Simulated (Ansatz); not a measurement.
## Geometry relaxation of SnH4ClO2 (part 1 of 2)

The run: geometry relaxation of SnH4ClO2, multiplicity 2. Method and program: UKS B3LYP-D4/def2-SVP (Ansatz 0.2.0).

It belongs to a series of runs on one base structure; here: end point B relaxed. Figures and captions count atoms from 1; the log counts them from 0 in places.

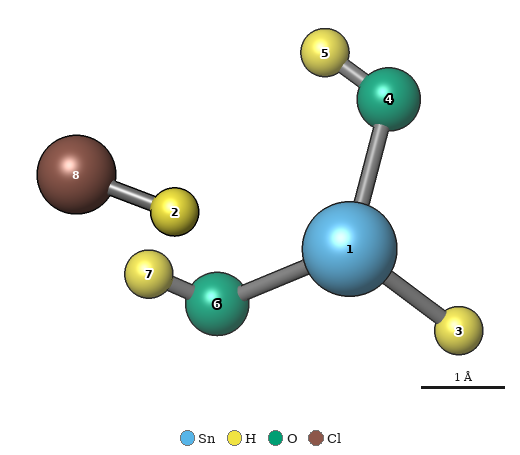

**Figure 1.** The starting structure (ball-and-stick view, seen at a tilt; atoms are numbered from 1 in the order of the input). Sticks mark near contacts.

### Summary

```tsv
quantity	value
outcome	converged
total energy	−22508.8018 eV
mean-field energy	−22508.5203 eV
⟨S²⟩	0.756
largest force (length of the vector) at the end	0.026 eV/Å
hardware	4 threads of AMD EPYC (Zen 3), 32 GiB of memory available, shared host
wall time	2.5 min (CPU time 9.2 min)
peak memory	0.31 GiB
```

### Input
```yaml
crystal:
  periodic: [false, false, false]
  atoms:
    - { symbol: Sn, position_ang: [0.392585, 0.14838, -0.298407] }
    - { symbol: H, position_ang: [0.104642, 0.009895, 2.62528] }
    - { symbol: H, position_ang: [1.406695, -0.053407, -1.704288] }
    - { symbol: O, position_ang: [-0.949972, 1.504295, -0.928585] }
    - { symbol: H, position_ang: [-1.799625, 1.442847, -0.467361] }
    - { symbol: O, position_ang: [-0.559999, -1.607566, -0.103244] }
    - { symbol: H, position_ang: [-1.027988, -1.675589, 0.743295] }
    - { symbol: Cl, position_ang: [-1.030738, -0.465255, 3.14311] }
magnetization:
  spin_polarized: true
  initial_magnetization: 1
basis:
  gaussian: { orbitals: def2-SVP }
hamiltonian:
  xc: b3lyp
  dispersion: d4
relax:
  f_tol: 0.03
  max_steps: 50
output:
  orbitals: {}
```

Launched with:
```bash
ansatz run input.yaml --threads 4 --pin off --max-ram 5120MiB --backend cpu --events-out ev --progress --plain --runs-dir out
```

### What the program printed
```
The last accepted step is kept in [file] (removed where the run ends without a failure and the disk answers)
Engine: ansatz 0.2.0, x86_64-unknown-linux-gnu
Functional definition: B3LYP
  parameter a0 = 0.2
  parameter ax = 0.72
  parameter ac = 0.81
  exchange = (1 - a0 - ax)*slater_x + ax*b88_x + a0*exact_x
  correlation = (1 - ac)*vwn_rpa_c + ac*lyp_c
1041 factors; integrals over basis functions are off by at most 2.9e-4 eV
mean field evaluation 1: about -22496.8000 eV, gradient 5.4e1 eV
mean field evaluation 2: about -22374.0678 eV, gradient 1.5e2 eV
mean field evaluation 4: about -22507.8733 eV, gradient 6.4e0 eV
mean field evaluation 8: about -22508.0809 eV, gradient 3.3e-1 eV
mean field evaluation 16: about -22508.0818 eV, gradient 2.5e-4 eV
mean field -22508.08181238 eV, -827.1567500790 hartree, gradient 3.0e-5 eV, S^2 0.754475; 0 other end points of the search recorded, 0 dependent functions left out
the calculation of the forces begins
reference -22508.08206908 eV, -827.1567595128 hartree; 30, 29 occupied and 62, 63 virtual orbitals, 1041 factors
relax step   1: F+E_penalty+E_count = -22508.33294085 eV  Δ(F+E_penalty+E_count) = +0.000e0 eV  max|allowed force component| = 8.835e-1 eV/Å  Δτ_max = 0.0000 Å  (32 SCF iters, accepted)
these checks for a lower state are left out or cut short: starts, cluster_reference, orbital_swaps, neighbouring_geometries, increment
1041 factors; integrals over basis functions are off by at most 2.5e-4 eV
mean field -22508.08222657 eV, -827.1567653002 hartree, gradient 2.6e-5 eV, S^2 0.754454; 0 other end points of the search recorded, 0 dependent functions left out
[... from here on the field's lines of each further geometry are left out, up to the last ...]
relax step   2: F+E_penalty+E_count = -22508.33250175 eV  Δ(F+E_penalty+E_count) = +4.391e-4 eV  max|allowed force component| = 1.166e0 eV/Å  Δτ_max = 0.1915 Å  (34 SCF iters, rejected (line search))
relax step   3: F+E_penalty+E_count = -22508.34486918 eV  Δ(F+E_penalty+E_count) = -1.193e-2 eV  max|allowed force component| = 8.302e-1 eV/Å  Δτ_max = 0.0937 Å  (34 SCF iters, accepted)
relax step   4: F+E_penalty+E_count = -22508.36684914 eV  Δ(F+E_penalty+E_count) = -2.198e-2 eV  max|allowed force component| = 1.639e-1 eV/Å  Δτ_max = 0.1000 Å  (34 SCF iters, accepted)
relax step   5: F+E_penalty+E_count = -22508.37594184 eV  Δ(F+E_penalty+E_count) = -9.093e-3 eV  max|allowed force component| = 1.902e-1 eV/Å  Δτ_max = 0.1343 Å  (34 SCF iters, accepted)
relax step   6: F+E_penalty+E_count = -22508.38661282 eV  Δ(F+E_penalty+E_count) = -1.067e-2 eV  max|allowed force component| = 2.115e-1 eV/Å  Δτ_max = 0.2000 Å  (34 SCF iters, accepted)
relax step   7: F+E_penalty+E_count = -22508.39412925 eV  Δ(F+E_penalty+E_count) = -7.516e-3 eV  max|allowed force component| = 3.996e-2 eV/Å  Δτ_max = 0.1124 Å  (32 SCF iters, accepted)
relax step   8: F+E_penalty+E_count = -22508.39529698 eV  Δ(F+E_penalty+E_count) = -1.168e-3 eV  max|allowed force component| = 7.312e-2 eV/Å  Δτ_max = 0.0163 Å  (34 SCF iters, accepted)
relax step   9: F+E_penalty+E_count = -22508.37622870 eV  Δ(F+E_penalty+E_count) = +1.907e-2 eV  max|allowed force component| = 1.196e0 eV/Å  Δτ_max = 0.1958 Å  (35 SCF iters, rejected (line search))
relax step  10: F+E_penalty+E_count = -22508.40268863 eV  Δ(F+E_penalty+E_count) = -7.392e-3 eV  max|allowed force component| = 1.550e-1 eV/Å  Δτ_max = 0.0950 Å  (32 SCF iters, accepted)
relax step  11: F+E_penalty+E_count = -22508.40572483 eV  Δ(F+E_penalty+E_count) = -3.036e-3 eV  max|allowed force component| = 4.416e-1 eV/Å  Δτ_max = 0.0962 Å  (33 SCF iters, accepted)
relax step  12: F+E_penalty+E_count = -22508.39788900 eV  Δ(F+E_penalty+E_count) = +7.836e-3 eV  max|allowed force component| = 7.997e-1 eV/Å  Δτ_max = 0.1446 Å  (35 SCF iters, rejected (line search))
relax step  13: F+E_penalty+E_count = -22508.41489719 eV  Δ(F+E_penalty+E_count) = -9.172e-3 eV  max|allowed force component| = 1.099e-1 eV/Å  Δτ_max = 0.0701 Å  (34 SCF iters, accepted)
relax step  14: F+E_penalty+E_count = -22508.42132316 eV  Δ(F+E_penalty+E_count) = -6.426e-3 eV  max|allowed force component| = 1.939e-1 eV/Å  Δτ_max = 0.0746 Å  (33 SCF iters, accepted)
relax step  15: F+E_penalty+E_count = -22508.43010494 eV  Δ(F+E_penalty+E_count) = -8.782e-3 eV  max|allowed force component| = 3.230e-1 eV/Å  Δτ_max = 0.1081 Å  (33 SCF iters, accepted)
relax step  16: F+E_penalty+E_count = -22508.44455626 eV  Δ(F+E_penalty+E_count) = -1.445e-2 eV  max|allowed force component| = 7.660e-1 eV/Å  Δτ_max = 0.1646 Å  (34 SCF iters, accepted)
relax step  17: F+E_penalty+E_count = -22508.48433863 eV  Δ(F+E_penalty+E_count) = -3.978e-2 eV  max|allowed force component| = 9.976e-1 eV/Å  Δτ_max = 0.1947 Å  (34 SCF iters, accepted)
relax step  18: F+E_penalty+E_count = -22508.56338861 eV  Δ(F+E_penalty+E_count) = -7.905e-2 eV  max|allowed force component| = 1.594e0 eV/Å  Δτ_max = 0.1960 Å  (36 SCF iters, accepted)
relax step  19: F+E_penalty+E_count = -22508.63680874 eV  Δ(F+E_penalty+E_count) = -7.342e-2 eV  max|allowed force component| = 7.492e-1 eV/Å  Δτ_max = 0.1942 Å  (34 SCF iters, accepted)
relax step  20: F+E_penalty+E_count = -22508.67649419 eV  Δ(F+E_penalty+E_count) = -3.969e-2 eV  max|allowed force component| = 1.140e0 eV/Å  Δτ_max = 0.1947 Å  (34 SCF iters, accepted)
relax step  21: F+E_penalty+E_count = -22508.72244442 eV  Δ(F+E_penalty+E_count) = -4.595e-2 eV  max|allowed force component| = 5.255e-1 eV/Å  Δτ_max = 0.1696 Å  (33 SCF iters, accepted)
relax step  22: F+E_penalty+E_count = -22508.73956119 eV  Δ(F+E_penalty+E_count) = -1.712e-2 eV  max|allowed force component| = 2.035e-1 eV/Å  Δτ_max = 0.1164 Å  (34 SCF iters, accepted)
relax step  23: F+E_penalty+E_count = -22508.75063847 eV  Δ(F+E_penalty+E_count) = -1.108e-2 eV  max|allowed force component| = 3.082e-1 eV/Å  Δτ_max = 0.0993 Å  (34 SCF iters, accepted)
relax step  24: F+E_penalty+E_count = -22508.75691511 eV  Δ(F+E_penalty+E_count) = -6.277e-3 eV  max|allowed force component| = 4.347e-1 eV/Å  Δτ_max = 0.0797 Å  (34 SCF iters, accepted)
relax step  25: F+E_penalty+E_count = -22508.76450585 eV  Δ(F+E_penalty+E_count) = -7.591e-3 eV  max|allowed force component| = 2.374e-1 eV/Å  Δτ_max = 0.0717 Å  (34 SCF iters, accepted)
relax step  26: F+E_penalty+E_count = -22508.76880522 eV  Δ(F+E_penalty+E_count) = -4.299e-3 eV  max|allowed force component| = 2.266e-1 eV/Å  Δτ_max = 0.2000 Å  (35 SCF iters, accepted)
relax step  27: F+E_penalty+E_count = -22508.77557888 eV  Δ(F+E_penalty+E_count) = -6.774e-3 eV  max|allowed force component| = 1.846e-1 eV/Å  Δτ_max = 0.0984 Å  (35 SCF iters, accepted)
relax step  28: F+E_penalty+E_count = -22508.78178450 eV  Δ(F+E_penalty+E_count) = -6.206e-3 eV  max|allowed force component| = 8.976e-2 eV/Å  Δτ_max = 0.0389 Å  (35 SCF iters, accepted)
relax step  29: F+E_penalty+E_count = -22508.78707076 eV  Δ(F+E_penalty+E_count) = -5.286e-3 eV  max|allowed force component| = 6.246e-2 eV/Å  Δτ_max = 0.0849 Å  (33 SCF iters, accepted)
relax step  30: F+E_penalty+E_count = -22508.79294166 eV  Δ(F+E_penalty+E_count) = -5.871e-3 eV  max|allowed force component| = 1.737e-1 eV/Å  Δτ_max = 0.1950 Å  (33 SCF iters, accepted)
relax step  31: F+E_penalty+E_count = -22508.79071112 eV  Δ(F+E_penalty+E_count) = +2.231e-3 eV  max|allowed force component| = 3.377e-1 eV/Å  Δτ_max = 0.0707 Å  (34 SCF iters, rejected (line search))
relax step  32: F+E_penalty+E_count = -22508.79643395 eV  Δ(F+E_penalty+E_count) = -3.492e-3 eV  max|allowed force component| = 8.510e-2 eV/Å  Δτ_max = 0.0343 Å  (33 SCF iters, accepted)
relax step  33: F+E_penalty+E_count = -22508.79621198 eV  Δ(F+E_penalty+E_count) = +2.220e-4 eV  max|allowed force component| = 2.155e-1 eV/Å  Δτ_max = 0.0603 Å  (35 SCF iters, rejected (line search))
relax step  34: F+E_penalty+E_count = -22508.79806873 eV  Δ(F+E_penalty+E_count) = -1.635e-3 eV  max|allowed force component| = 3.894e-2 eV/Å  Δτ_max = 0.0295 Å  (34 SCF iters, accepted)
relax step  35: F+E_penalty+E_count = -22508.79929788 eV  Δ(F+E_penalty+E_count) = -1.229e-3 eV  max|allowed force component| = 6.444e-2 eV/Å  Δτ_max = 0.0486 Å  (35 SCF iters, accepted)
relax step  36: F+E_penalty+E_count = -22508.80047368 eV  Δ(F+E_penalty+E_count) = -1.176e-3 eV  max|allowed force component| = 2.270e-2 eV/Å  Δτ_max = 0.0425 Å  (34 SCF iters, accepted)
relax step  37: F+E_penalty+E_count = -22508.80029204 eV  Δ(F+E_penalty+E_count) = +1.816e-4 eV  max|allowed force component| = 2.757e-1 eV/Å  Δτ_max = 0.0905 Å  (34 SCF iters, rejected (line search))
relax step  38: F+E_penalty+E_count = -22508.80109016 eV  Δ(F+E_penalty+E_count) = -6.165e-4 eV  max|allowed force component| = 6.607e-2 eV/Å  Δτ_max = 0.0441 Å  (33 SCF iters, accepted)
relax step  39: F+E_penalty+E_count = -22508.80136820 eV  Δ(F+E_penalty+E_count) = -2.780e-4 eV  max|allowed force component| = 8.410e-2 eV/Å  Δτ_max = 0.0549 Å  (35 SCF iters, accepted)
the calculation of the forces begins
reference -22508.52031494 eV, -827.1728647509 hartree; 30, 29 occupied and 62, 63 virtual orbitals, 1041 factors
relax step  40: F+E_penalty+E_count = -22508.80152182 eV  Δ(F+E_penalty+E_count) = -1.536e-4 eV  max|allowed force component| = 2.113e-2 eV/Å  Δτ_max = 0.0094 Å  (29 SCF iters, accepted)
```

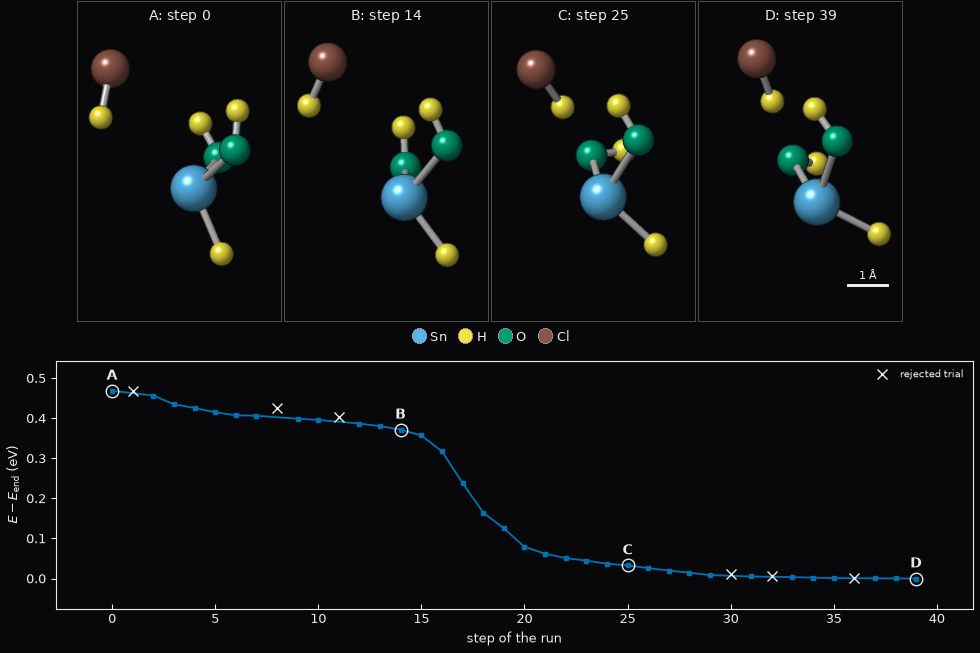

**Figure 2.** Frames of the relaxation (ball-and-stick view, seen at a tilt) above the curves, on which the letters mark them (the first geometry is step 0 here and step 1 in the log).

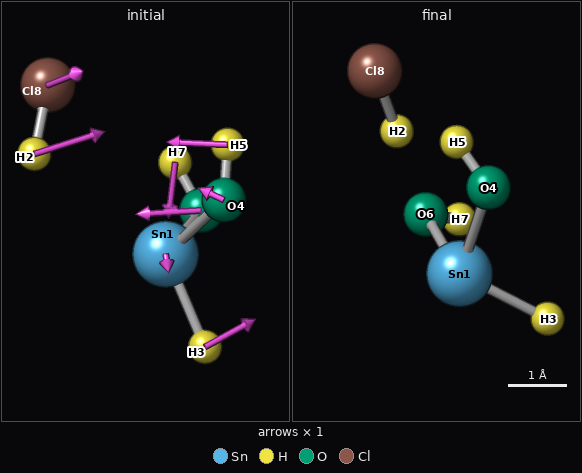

**Figure 3.** Before (left) and after (right) the relaxation, at one scale (ball-and-stick view, seen at a tilt). The pink arrows give the displacements, at true length. H2 moves most after the best rigid fit: 1.36 Å. Largest moves by element: H 1.36 Å, O 1.18 Å, Cl 1.14 Å, Sn 0.37 Å. Among the contacts that change: Sn1–O6 2.007 → 2.059 Å, Sn1–H3 1.745 → 1.769 Å, H2–Cl8 1.335 → 1.351 Å, Sn1–O4 2.009 → 1.998 Å. Among the angles that change: O4–Sn1–O6 107.7° → 101.7°, Sn1–O6–H7 112.0° → 115.8°, H3–Sn1–O4 102.3° → 105.6°. Over 39 geometry steps the energy falls by 0.469 eV. The largest force component goes from 0.88 to 0.021 eV/Å. The line search rejected the trial steps at points 1, 8, 11, 30, 32, 36 (counted from 0) and went back. (Atoms are counted from 1 in the order of the input.)

```
1041 factors; integrals over basis functions are off by at most 5.8e-4 eV
mean field -22508.52007215 eV, -827.1728558287 hartree, gradient 1.0e-5 eV, S^2 0.755506; 1 other end points of the search recorded, 0 dependent functions left out
the calculation of the forces begins
reference -22508.52031494 eV, -827.1728647509 hartree; 30, 29 occupied and 62, 63 virtual orbitals, 1041 factors
Total energy: -22508.80176461 eV, -827.1832078355 hartree
Atom 0 at     0.650024     0.256965    -0.543220 Å, force    -0.006327     0.014129    -0.008917 eV/Å
Atom 1 at    -0.869961    -0.538949     1.862594 Å, force     0.008517    -0.005185    -0.007076 eV/Å
Atom 2 at     0.526680    -0.497817    -2.138005 Å, force    -0.000542     0.002068     0.005859 eV/Å
Atom 3 at    -0.901269     1.509887    -0.421649 Å, force     0.008628    -0.011008     0.001339 eV/Å
Atom 4 at    -1.282896     1.495345     0.478917 Å, force     0.002877     0.000911     0.000124 eV/Å
Atom 5 at     0.103475    -1.213426     0.789714 Å, force    -0.021127    -0.015546    -0.000153 eV/Å
Atom 6 at    -0.117272    -2.073595     0.401824 Å, force     0.009655     0.012003     0.008845 eV/Å
Atom 7 at    -1.573182     0.365190     2.579625 Å, force    -0.001682     0.002628    -0.000021 eV/Å
Dipole moment:     0.505495    -0.426578    -0.457679 e Å
```

### Trajectory as extended XYZ (Å, eV, eV/Å), 40 frames, from step=1 to step=40
```
8
Properties=species:S:1:pos:R:3:forces:R:3 step=1 energy=-22508.33294
Sn    0.3926    0.1484   -0.2984    0.0081  -0.0059  -0.0491
H     0.1046    0.0099    2.6253   -0.8835  -0.3794   0.4345
H     1.4067   -0.0534   -1.7043    0.0295  -0.0020  -0.0178
O    -0.9500    1.5043   -0.9286   -0.0218   0.0342   0.0171
H    -1.7996    1.4428   -0.4674   -0.0083   0.0089  -0.0026
O    -0.5600   -1.6076   -0.1032    0.0107  -0.0267   0.0269
H    -1.0280   -1.6756    0.7433   -0.0107  -0.0063   0.0087
Cl   -1.0307   -0.4653    3.1431    0.8760   0.3772  -0.4176
8
Properties=species:S:1:pos:R:3:forces:R:3 step=2 energy=-22508.33250 accepted=F
Sn    0.3831    0.1453   -0.3384    0.0317   0.0286   0.0578
H     0.1700   -0.0219    2.8024   -1.1657  -0.3932   0.2629
H     1.4098   -0.0528   -1.7402   -0.0290  -0.0148  -0.0437
O    -0.9667    1.5088   -0.9437   -0.0147  -0.0032  -0.0142
H    -1.8112    1.4486   -0.4726    0.0152  -0.0053   0.0021
O    -0.5564   -1.6163   -0.1138    0.0090  -0.0333  -0.0149
H    -1.0162   -1.6798    0.7379    0.0161   0.0341  -0.0181
Cl   -1.0768   -0.4283    3.0781    1.1374   0.3871  -0.2320
8
Properties=species:S:1:pos:R:3:forces:R:3 step=3 energy=-22508.34487
Sn    0.3947    0.1488   -0.3282    0.0256   0.0168  -0.0080
H     0.1244   -0.0246    2.7102   -0.8302  -0.2958   0.3214
H     1.4052   -0.0552   -1.7408   -0.0137  -0.0035  -0.0131
O    -0.9595    1.5069   -0.9353   -0.0119  -0.0007   0.0027
H    -1.8029    1.4446   -0.4626    0.0059   0.0035   0.0002
O    -0.5415   -1.6146   -0.1051    0.0034  -0.0122   0.0201
H    -1.0190   -1.6675    0.7375   -0.0012   0.0019  -0.0043
Cl   -1.0658   -0.4348    3.1340    0.8220   0.2900  -0.3191
8
Properties=species:S:1:pos:R:3:forces:R:3 step=4 energy=-22508.36685
Sn    0.4142    0.1534   -0.3530   -0.0371  -0.0819  -0.1051
H     0.1009   -0.0494    2.8041   -0.0454  -0.0349   0.0438
H     1.3712   -0.0671   -1.8040   -0.0099   0.0057   0.0242
O    -0.9740    1.4778   -0.9613   -0.1525   0.0322   0.1180
H    -1.7823    1.4791   -0.4210    0.1639  -0.0139  -0.0986
O    -0.4998   -1.6246   -0.0914    0.0482   0.1087   0.0763
H    -0.9914   -1.6350    0.7455    0.0003  -0.0496  -0.0360
Cl   -1.1031   -0.4306    3.0909    0.0325   0.0337  -0.0227
8
Properties=species:S:1:pos:R:3:forces:R:3 step=5 energy=-22508.37594
Sn    0.4260    0.1734   -0.3997   -0.0112  -0.0679  -0.0146
H     0.0993   -0.1608    2.8791   -0.0766  -0.0359   0.0416
H     1.3505   -0.0773   -1.8687   -0.0366  -0.0044   0.0182
O    -0.9853    1.4835   -0.9867   -0.1848   0.0046   0.1065
H    -1.7825    1.4823   -0.4291    0.1902  -0.0122  -0.1078
O    -0.4545   -1.6073   -0.0468    0.0239   0.1074   0.0573
H    -0.9607   -1.5882    0.7822    0.0252  -0.0288  -0.0704
Cl   -1.1572   -0.4019    3.0795    0.0700   0.0372  -0.0308
8
Properties=species:S:1:pos:R:3:forces:R:3 step=6 energy=-22508.38661
Sn    0.4521    0.1856   -0.4625    0.0376   0.0185   0.0376
H     0.0721   -0.2155    3.0695   -0.2115  -0.0529  -0.0005
H     1.2900   -0.0987   -1.9715    0.0067  -0.0153  -0.0292
O    -0.9966    1.4743   -1.0047   -0.0424  -0.0079   0.0092
H    -1.7474    1.4785   -0.3928   -0.0027   0.0195  -0.0001
O    -0.3886   -1.5908   -0.0373   -0.0083  -0.0288  -0.0065
H    -0.9289   -1.5616    0.7676    0.0218   0.0113  -0.0013
Cl   -1.2172   -0.3683    3.0416    0.1987   0.0558  -0.0090
8
Properties=species:S:1:pos:R:3:forces:R:3 step=7 energy=-22508.39413
Sn    0.4637    0.1778   -0.4660    0.0400   0.0376  -0.0147
H     0.0445   -0.2531    3.0596    0.0039  -0.0244   0.0055
H     1.2718   -0.0970   -1.9960   -0.0079  -0.0090  -0.0064
O    -1.0126    1.4508   -0.9741   -0.0121  -0.0130   0.0000
H    -1.7308    1.4798   -0.3253   -0.0067   0.0119   0.0126
O    -0.3493   -1.6092   -0.0281   -0.0027  -0.0189   0.0103
H    -0.9075   -1.5645    0.7636    0.0055  -0.0106  -0.0037
Cl   -1.2441   -0.2810    2.9761   -0.0200   0.0264  -0.0036
8
Properties=species:S:1:pos:R:3:forces:R:3 step=8 energy=-22508.39530
Sn    0.4682    0.1795   -0.4690    0.0324   0.0331  -0.0097
H     0.0361   -0.2658    3.0537    0.0577  -0.0244   0.0096
H     1.2683   -0.1006   -2.0022   -0.0072  -0.0091  -0.0085
O    -1.0154    1.4454   -0.9730    0.0054  -0.0104  -0.0185
H    -1.7267    1.4802   -0.3176   -0.0218   0.0112   0.0290
O    -0.3391   -1.6075   -0.0192    0.0153  -0.0178  -0.0089
H    -0.9049   -1.5579    0.7663   -0.0088  -0.0091   0.0143
Cl   -1.2510   -0.2696    2.9707   -0.0731   0.0264  -0.0073
8
Properties=species:S:1:pos:R:3:forces:R:3 step=9 energy=-22508.37623 accepted=F
Sn    0.5022    0.1962   -0.5101   -0.0327  -0.0324  -0.0234
H    -0.0372   -0.4231    3.0933   -1.1959   0.2858  -0.1781
H     1.2218   -0.1265   -2.0786   -0.0094   0.0061   0.0109
O    -1.0561    1.3923   -0.9712   -0.2579   0.0011   0.3441
H    -1.6879    1.4961   -0.2328    0.2888  -0.0407  -0.3213
O    -0.2133   -1.6109    0.0414   -0.2014   0.1176   0.2574
H    -0.8733   -1.5241    0.7559    0.2179  -0.0388  -0.2385
Cl   -1.3207   -0.0963    2.9119    1.1907  -0.2987   0.1490
8
Properties=species:S:1:pos:R:3:forces:R:3 step=10 energy=-22508.40269
Sn    0.4943    0.1929   -0.4888   -0.0126  -0.0314  -0.0463
H    -0.0153   -0.3399    3.0371   -0.1550  -0.0095  -0.0094
H     1.2326   -0.1284   -2.0480   -0.0046   0.0089   0.0159
O    -1.0369    1.4133   -0.9682   -0.0903  -0.0080   0.1149
H    -1.6954    1.4949   -0.2591    0.0951  -0.0028  -0.0943
O    -0.2604   -1.6028    0.0339   -0.0353   0.0548   0.0842
H    -0.8833   -1.5250    0.7756    0.0614  -0.0236  -0.0779
Cl   -1.2999   -0.2014    2.9273    0.1413   0.0118   0.0129
```
